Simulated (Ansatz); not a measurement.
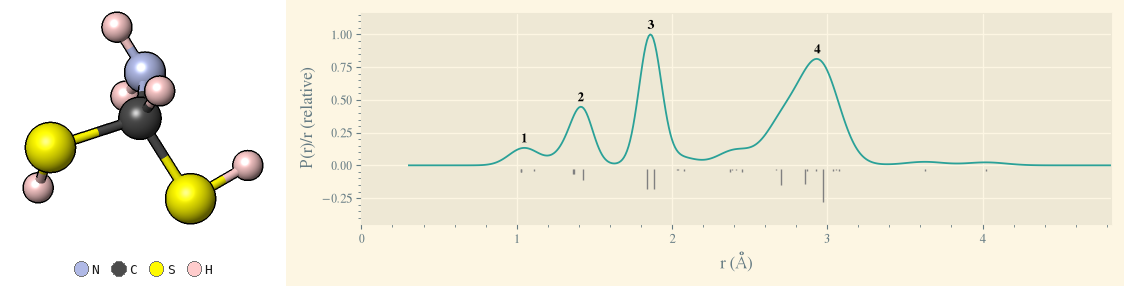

Simulated gas electron diffraction: radial distribution curve of CH₅NS₂. Each pair of atoms contributes with weight ZᵢZⱼ/r (bars below the curve); damping constant 0.001 Å²; vibrational amplitudes assumed, not computed: 0.05 Å for bonds, 0.078 Å for bonds to H, 0.06 + 0.015 r up to 0.15 Å for other pairs. The geometry is the end point of an optimisation (Ansatz 0.2.0, RKS PBE/def2-SVP); it may be a saddle point or a higher isomer. SMILES: NC(S)S.

**Assign the numbered peaks of the radial distribution curve (– bonded, ··· not bonded).**

Peak 1, 1.05 Å: N–H 1.03 Å (×2), C–H 1.11 Å, not resolved
Peak 2, 1.41 Å: S–H 1.37 Å (×2), N–C 1.43 Å, not resolved
Peak 3, 1.86 Å: S–C 1.84–1.88 Å (×2)
Peak 4, 2.93 Å: S···N 2.70–2.86 Å (×2), S···H 2.87–3.08 Å (×4), S···S 2.97 Å, not resolved
